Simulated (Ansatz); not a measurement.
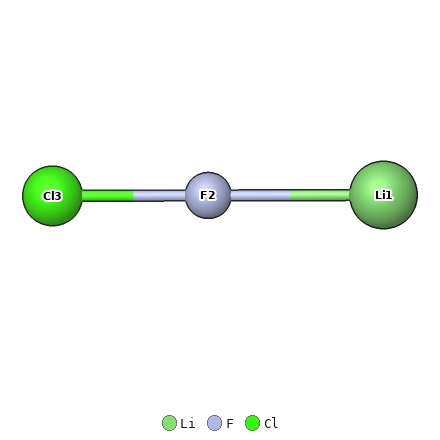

The system is Li⁺ + FCl; the picture shows the reference structure. 
- The first coordinate is: distance Li1–F2; the second: distance F2–Cl3.
- Nothing is relaxed (the angle Li1–F2–Cl3 is fixed at 180 degrees).
- The scan uses a 17 × 17 grid.
- Points are written as (first, second).
- Energies are in kJ/mol, from the lowest grid point.
- The reference is spin-restricted, so regions where a bond is pulled apart into radicals lie too high.
- Method: RKS PBE0-D4/def2-SVPD (Ansatz).

Its coordinates:

```xyz
3

Li   -1.8570    0.0000    0.0000
F     0.0000    0.0000    0.0000
Cl    1.6490    0.0000    0.0000
```

Range: distance Li1–F2 from 1.504 to 3.104 Å; distance F2–Cl3 from 1.296 to 2.896 Å.

What will the energy surface look like?

Answer. The lowest grid point is at (1.857 Å, 1.649 Å). It is the only kind of minimum in the scanned range. The highest grid point, (1.504 Å, 1.296 Å), lies 453 kJ/mol above the lowest.

| distance F2–Cl3 ↓, distance Li1–F2 → | 1.548 | 1.686 | 1.857 | 2.050 | 2.261 | 2.487 | 2.725 | 2.975 |
| --- | --- | --- | --- | --- | --- | --- | --- | --- |
| 2.767 | 322 | 306 | 307 | 319 | 334 | 349 | 362 | 372 |
| 2.517 | 263 | 247 | 247 | 258 | 272 | 286 | 298 | 308 |
| 2.279 | 191 | 174 | 173 | 183 | 196 | 208 | 219 | 229 |
| 2.053 | 114 | 95 | 93 | 102 | 113 | 124 | 134 | 143 |
| 1.842 | 48 | 28 | 25 | 31 | 42 | 51 | 60 | 68 |
| 1.649 | 26 | 5 | 0 | 5 | 14 | 22 | 30 | 36 |
| 1.478 | 103 | 80 | 73 | 76 | 83 | 89 | 96 | 101 |
| 1.340 | 319 | 294 | 285 | 286 | 290 | 294 | 299 | 303 |

The table holds every second grid line.

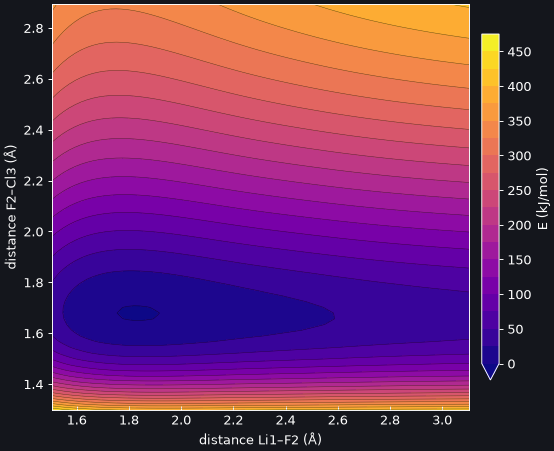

In the figure: filled contours. Between grid points the surface is interpolated.

Time for the 289 points that were run: 8.5 min on 1 thread of Arm Neoverse V2, with other jobs on the host.
